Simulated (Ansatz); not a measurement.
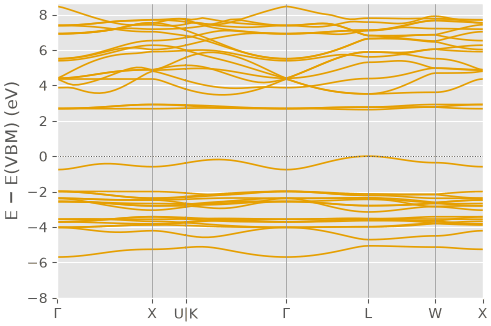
Fig. 1. Band structure from the program Ansatz at the r²SCAN level (PAW)

Question: Read off the gap and where the band edges lie.

Answer: About 2.6 eV (2.63 eV by a search for the band edges); maximum at L, minimum at L.

Question: Which compound is it?
A. CdTe, zinc blende
B. Rb2ScInCl6, Fm-3m (Rb on 8c, Sc on 4a, In on 4b, Cl on 24e)
C. Cs2PdBr6, Fm-3m (Cs on 8c, Pd on 4a, Br on 24e)
D. BAs, zinc blende

Answer: B, Rb2ScInCl6, Fm-3m (Rb on 8c, Sc on 4a, In on 4b, Cl on 24e)

The workflow started from a Materials Project entry (that database holds measured and hypothetical structures alike); the Crystallography Open Database copy checked does not list it. Its standing as an ambient phase is unchecked. The cell was relaxed with r²SCAN under the symmetry of its start; its stability against distortions is not shown here. No spin polarisation was allowed. Scalar-relativistic: spin–orbit coupling is off unless named, which matters more the heavier the elements.

Potentials: the later of the program's two PAW sets.
